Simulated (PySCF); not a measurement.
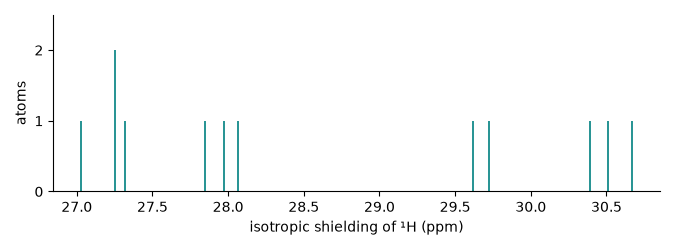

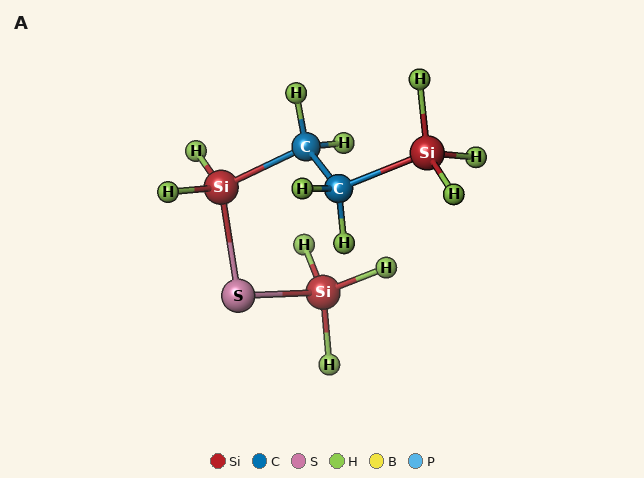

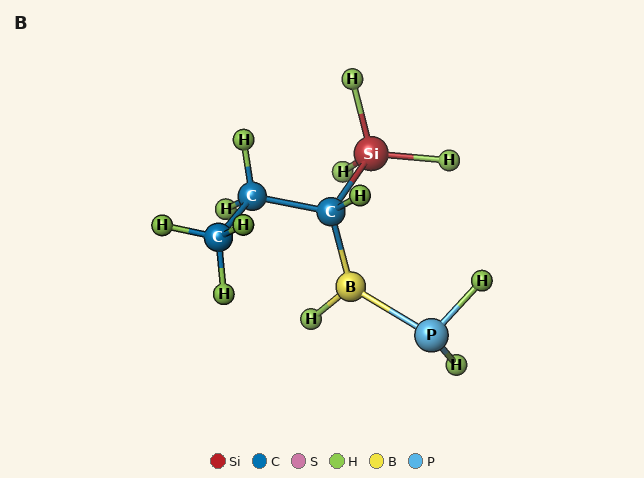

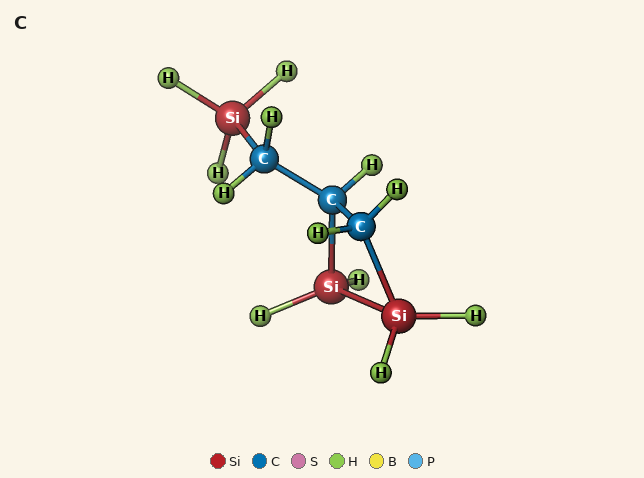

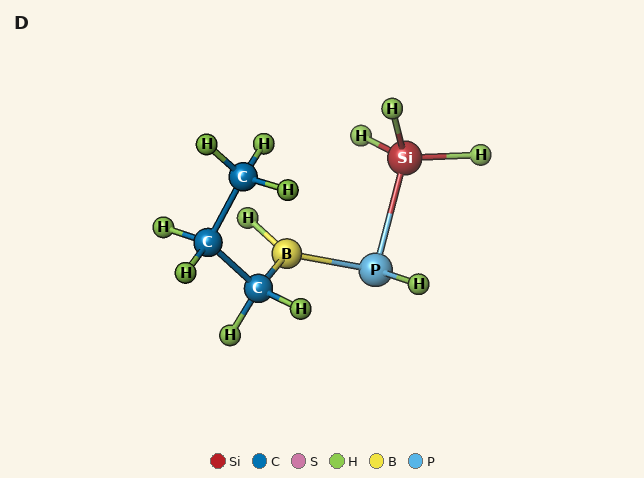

The sticks are computed shieldings of one of the molecules, for one fixed geometry (GFN2-xTB) without averaging over rotations. Low shielding means a high chemical shift. Method: GIAO PBE0/pcSseg-1 NMR shielding, non-relativistic, gas phase (PySCF 2.14.0).

Match the spectrum to a structure.

Answer. C, `[SiH3]C[C@H]1C[SiH2][SiH2]1`. Its 12 H atoms give lines at 27.03, 27.25 (2 atoms), 27.32, 27.85, 27.97, 28.06, 29.62, 29.72, 30.39, 30.51, 30.67 ppm.

The geometry is semi-empirical. Around Si such bond lengths and angles can be off by a tenth of an ångström or more and by several degrees, and values that hang on the shape move with them.
